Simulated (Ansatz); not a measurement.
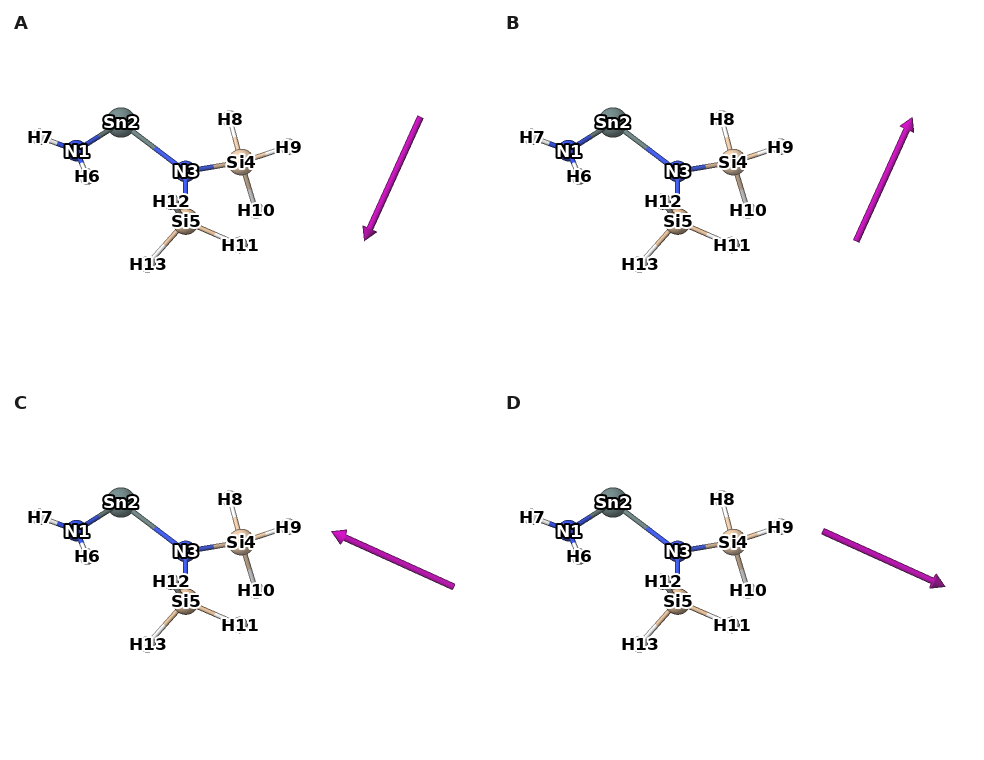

The same molecule four times, each with an arrow. Computed geometry: PBE0-D4/def2-TZVP optimisation. No frequency run is at hand to confirm it as a minimum. Level of theory: RKS r2SCAN-D4/def2-TZVPP, core potentials on Sn (Ansatz 0.2.0).

Which arrow points along the dipole moment, from the negative to the positive end?

Answer. C. The dipole moment is 1.99 D; it points from the side of H10 to the side of H7 (the outermost atoms at the two ends).
